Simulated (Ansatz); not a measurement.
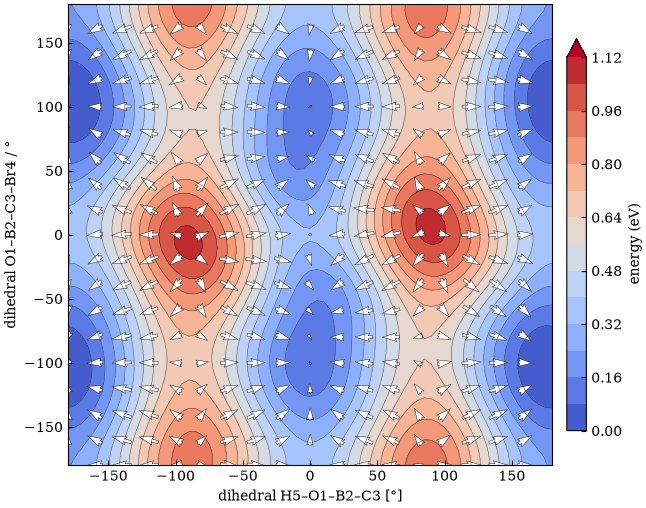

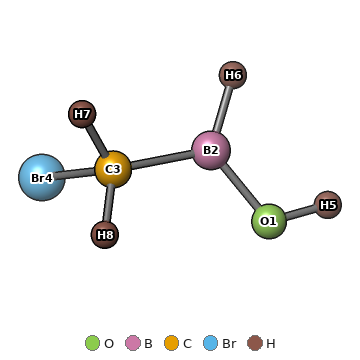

Energy landscape of CH₄BBrO, SMILES OBCBr. The first coordinate is: dihedral H5–O1–B2–C3; the second: dihedral O1–B2–C3–Br4. Nothing is relaxed (all other coordinates rigid). Grid: 18 × 18 points. Points are written as (first, second). Energies: eV, counted from the relaxed molecule at the same level. All numbers below come from RKS r2SCAN-D4/def2-SVP in Ansatz.

The picture shows filled contours, arrows along the force (downhill), their lengths compressed, one colour for all values above the top of the scale. Between grid points the surface is interpolated. The second picture is the structure at the lowest point.

**Describe this landscape.**

The lowest grid point is at (−180°, −100°), 0.0038 eV from the relaxed molecule at the same level; the map holds 2 wells of about this depth. Higher local minima lie near (0°, −100°) (0.10 eV above the lowest at that grid point); (0°, 100°) (0.11 eV above the lowest at that grid point). The highest grid point, (−100°, 0°), lies 1.04 eV above the lowest. On the interpolated surface the easiest way out of the lowest well to the well at about (−175°, 105°) passes a barrier of about 0.24 eV. Round the minimum the two coordinates are weakly coupled (coupling 0.07 in units of the two stiffnesses).

The values on the grid:

| dihedral O1–B2–C3–Br4 ↓, dihedral H5–O1–B2–C3 → | −180 | −140 | −100 | −60 | −20 | 20 | 60 | 100 | 140 |
| --- | --- | --- | --- | --- | --- | --- | --- | --- | --- |
| 140 | 0.10 | 0.35 | 0.74 | 0.62 | 0.27 | 0.29 | 0.68 | 0.78 | 0.36 |
| 100 | 0.01 | 0.22 | 0.61 | 0.51 | 0.16 | 0.18 | 0.55 | 0.68 | 0.29 |
| 60 | 0.14 | 0.35 | 0.68 | 0.52 | 0.17 | 0.26 | 0.67 | 0.77 | 0.38 |
| 20 | 0.33 | 0.61 | 0.96 | 0.74 | 0.32 | 0.38 | 0.87 | 1.00 | 0.57 |
| −20 | 0.33 | 0.58 | 1.01 | 0.85 | 0.37 | 0.33 | 0.76 | 0.96 | 0.60 |
| −60 | 0.13 | 0.39 | 0.77 | 0.65 | 0.25 | 0.18 | 0.53 | 0.68 | 0.34 |
| −100 | 0.00 | 0.29 | 0.68 | 0.53 | 0.17 | 0.17 | 0.52 | 0.60 | 0.20 |
| −140 | 0.10 | 0.37 | 0.79 | 0.67 | 0.29 | 0.28 | 0.64 | 0.74 | 0.34 |
| −180 | 0.24 | 0.50 | 0.90 | 0.78 | 0.41 | 0.42 | 0.80 | 0.89 | 0.48 |

The table holds every second grid line.

Each point was launched as `ansatz run input.yaml --threads 1 --pin off --max-ram 2560MiB --backend cpu --events-out ev --progress --plain --runs-dir out`. The whole map (324 points run) took 33 min on 1 thread of Arm Neoverse V1, on a shared host.
